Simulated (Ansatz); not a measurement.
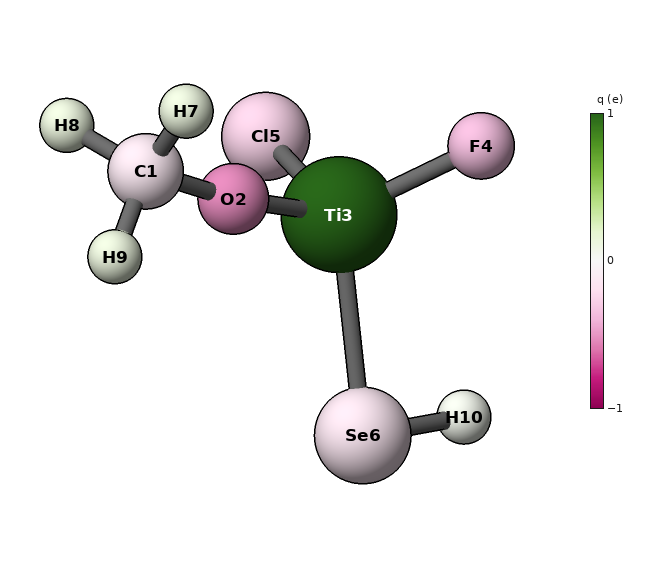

Atoms are coloured by their Mulliken charges. The species is neutral and a spin singlet. Computed geometry: PBE0-D4/def2-TZVP optimisation. No frequency run is at hand to confirm it as a minimum. Method: RKS B3LYP-D4/def2-TZVPP (Ansatz 0.2.0).

Give the Mulliken charges atom by atom.

```
atom  value (e)
  C1      −0.12
  O2      −0.54
 Ti3       0.99
  F4      −0.36
 Cl5      −0.25
 Se6      −0.13
  H7       0.12
  H8       0.12
  H9       0.12
 H10       0.05
```

Mulliken values depend strongly on the basis set and can even reverse the polarity of a bond.
